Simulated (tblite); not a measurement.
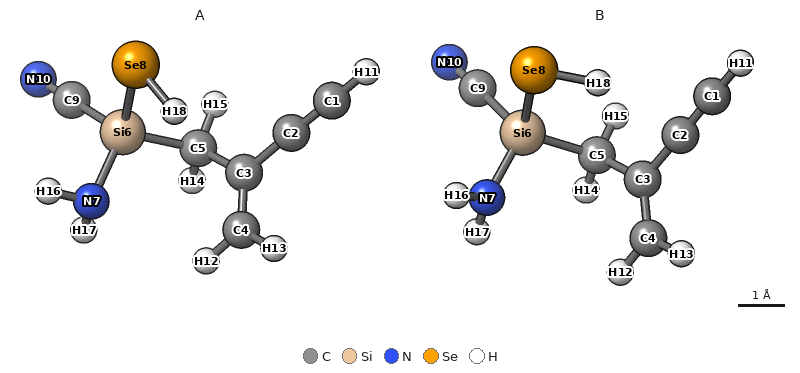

Two geometries of C6H8N2SeSi, drawn at one scale. One is the start of a relaxation, the other its converged end. The picture is a ball-and-stick view, seen at a tilt.

The calculation used tblite, GFN2-xTB geometry optimisation, gas phase. 

**Which one is relaxed?**

Structure B is the relaxed one. The atom that moves furthest after the best rigid fit is H18 (0.93 Å). Largest moves by element: H 0.93 Å, C 0.47 Å, N 0.45 Å, Se 0.19 Å, Si 0.04 Å. Some distances before and after: Se8–H18 1.528 → 1.434 Å, Si6–C9 1.807 → 1.881 Å, Si6–N7 1.787 → 1.716 Å, N7–H16 1.049 → 1.007 Å. Among the angles between lasting bonds that change: Si6–N7–H17 107.1° → 121.3°, Si6–N7–H16 107.7° → 120.2°, C5–Si6–Se8 109.7° → 115.0°. Groups turn about Si6–Se8 by about 50°. Over 120 geometry steps the energy falls by 44.6 kJ/mol.
